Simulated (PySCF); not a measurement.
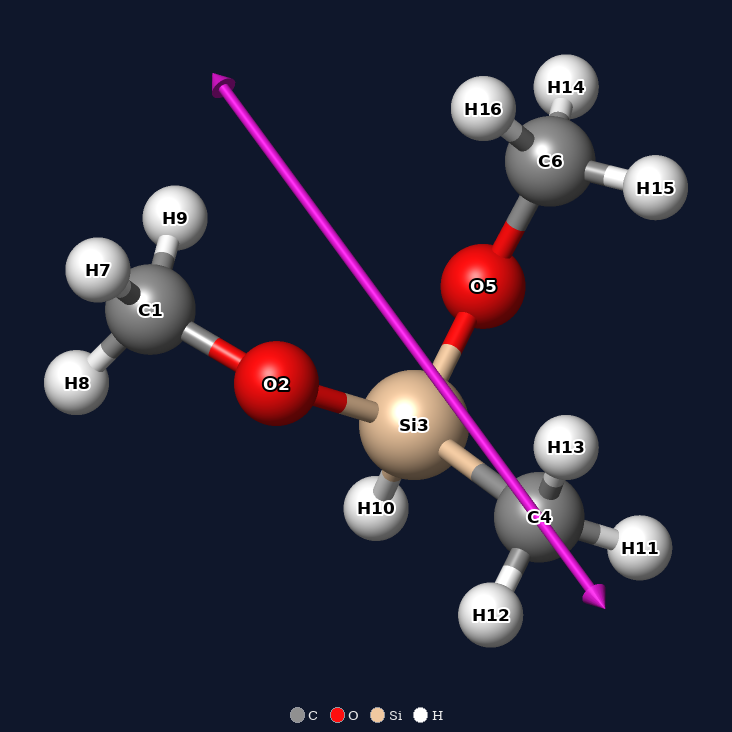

The double arrow shows the direction of the transition dipole to excited singlet state 4 (its length means nothing). The geometry was computed by an optimisation with GFN2-xTB. No frequency run is at hand to confirm it as a minimum. Method: TDDFT PBE0/def2-SVPD, vertical, gas phase, core orbitals frozen in the response (PySCF 2.14.0).

Where does the transition lie, and how strong is it?

Answer. 7.98 eV (155 nm), oscillator strength 0.051, mainly HOMO → LUMO+1 (weight 0.81); transition dipole 1.30 D.

The geometry is semi-empirical. Around Si such bond lengths and angles can be off by a tenth of an ångström or more and by several degrees, and values that hang on the shape move with them.
